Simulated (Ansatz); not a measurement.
Process, species as SMILES: P#P (P2) + 3 [H][H] (H2) → 2 P (PH3)
B3LYP-D3(BJ)/def2-TZVP geometries, fixed; electronic energies without zero-point terms.
Largest species:
```
P
H 1 1.4188
H 1 1.4188 2 93.38
H 1 1.4188 2 93.38 3 93.59
```

Basis-set convergence of the energy of full hydrogenation at PBE with Ansatz (a first-principles code). Cartesian d functions, on some or all atoms, in 6-31+G*, 6-311+G**; all else is spherical. The program fits the integrals of some runs and decomposes those of others, by size. No added dispersion term, no relativity. Functions are those of the species that has most. Reference: the value in pcseg-4, -43.03 kcal/mol, itself unsure by roughly 0.12 kcal/mol (its mean distance from aug-pcseg-3, aug-cc-pV(Q+d)Z, cc-pV(5+d)Z). Deviations are taken from unrounded values.

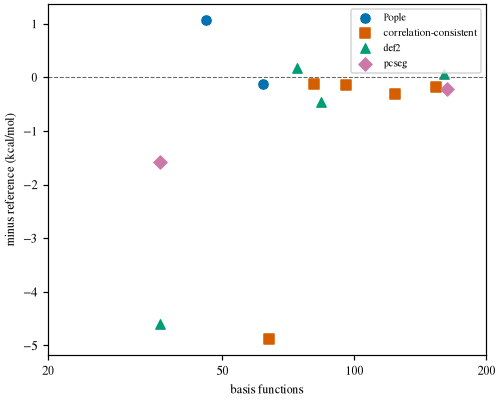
Figure: Deviation from the reference against the number of basis functions, by family of sets.

```json
[
 {"basis": "def2-SVP", "functions": "36", "energy of full hydrogenation (kcal/mol)": "-47.63", "minus reference (kcal/mol)": "-4.60"},
 {"basis": "pcseg-1", "functions": "36", "energy of full hydrogenation (kcal/mol)": "-44.61", "minus reference (kcal/mol)": "-1.58"},
 {"basis": "6-31+G*", "functions": "46", "energy of full hydrogenation (kcal/mol)": "-41.96", "minus reference (kcal/mol)": "1.07"},
 {"basis": "6-311+G**", "functions": "62", "energy of full hydrogenation (kcal/mol)": "-43.16", "minus reference (kcal/mol)": "-0.13"},
 {"basis": "aug-cc-pV(D+d)Z", "functions": "64", "energy of full hydrogenation (kcal/mol)": "-47.91", "minus reference (kcal/mol)": "-4.88"},
 {"basis": "def2-TZVP", "functions": "74", "energy of full hydrogenation (kcal/mol)": "-42.86", "minus reference (kcal/mol)": "0.17"},
 {"basis": "cc-pV(T+d)Z", "functions": "81", "energy of full hydrogenation (kcal/mol)": "-43.15", "minus reference (kcal/mol)": "-0.12"},
 {"basis": "def2-TZVPP", "functions": "84", "energy of full hydrogenation (kcal/mol)": "-43.50", "minus reference (kcal/mol)": "-0.47"},
 {"basis": "jun-cc-pV(T+d)Z", "functions": "96", "energy of full hydrogenation (kcal/mol)": "-43.18", "minus reference (kcal/mol)": "-0.15"},
 {"basis": "aug-cc-pV(T+d)Z", "functions": "124", "energy of full hydrogenation (kcal/mol)": "-43.33", "minus reference (kcal/mol)": "-0.31"},
 {"basis": "cc-pV(Q+d)Z", "functions": "154", "energy of full hydrogenation (kcal/mol)": "-43.21", "minus reference (kcal/mol)": "-0.18"},
 {"basis": "def2-QZVPP", "functions": "160", "energy of full hydrogenation (kcal/mol)": "-42.98", "minus reference (kcal/mol)": "0.05"},
 {"basis": "pcseg-3", "functions": "163", "energy of full hydrogenation (kcal/mol)": "-43.24", "minus reference (kcal/mol)": "-0.22"}
]
```
